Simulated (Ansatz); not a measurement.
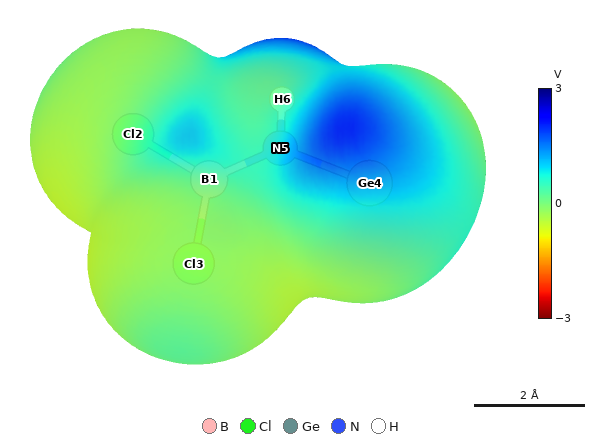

The picture shows: BCl₂GeHN (SMILES ClB(Cl)[NH][Ge]) (doublet). The molecular electrostatic potential painted on the density surface at 0.002 e/bohr³, seen at a tilt; the colour scale runs from red (negative) to blue (positive).

Geometry: r2SCAN-D4/def2-SVP.

Level of theory: Ansatz 0.2.0, isolated molecule in a Gaussian basis; Kohn-Sham density functional theory, functional PBE0.

Input

```
crystal:
  periodic: [false, false, false]
  atoms:
    - {symbol: B, position_ang: [-0.885224, 2.553133, 0.087685]}
    - {symbol: Cl, position_ang: [-1.276678, 3.908873, -0.984181]}
    - {symbol: Cl, position_ang: [-1.066641, 2.777770, 1.828691]}
    - {symbol: Ge, position_ang: [0.040777, -0.259858, 0.422836]}
    - {symbol: N, position_ang: [-0.438601, 1.324933, -0.456053]}
    - {symbol: H, position_ang: [-0.375011, 1.320648, -1.475586]}
basis:
  gaussian:
    orbitals: def2-TZVPD
magnetization:
  spin_polarized: true
  initial_magnetization: 1
hamiltonian:
  xc: pbe0
output: {forces: true, orbitals: {seedname: orbitals}}
```

Run with:

```sh
ansatz run input.yaml --threads 2 --pin off --max-ram 4350MiB --events-out events.jsonl --progress --plain --runs-dir runs
```

Describe the electrostatic potential map.

Answer. The most negative region (about −0.5 V, or −12 kcal/mol for a unit charge) lies over Cl2 and Cl3, the most positive (about +2.1 V, or +48 kcal/mol for a unit charge) over Ge4 and H6. Cl2 shows a σ-hole: about +0.3 V at the tip opposite its bond, against about −0.3 V on its flanks. Cl3 shows a σ-hole: about +0.3 V at the tip opposite its bond, against about −0.3 V, or −7 kcal/mol for a unit charge on its flanks.

How polar is the molecule by this calculation?

Answer. Its dipole moment is 1.97 D.
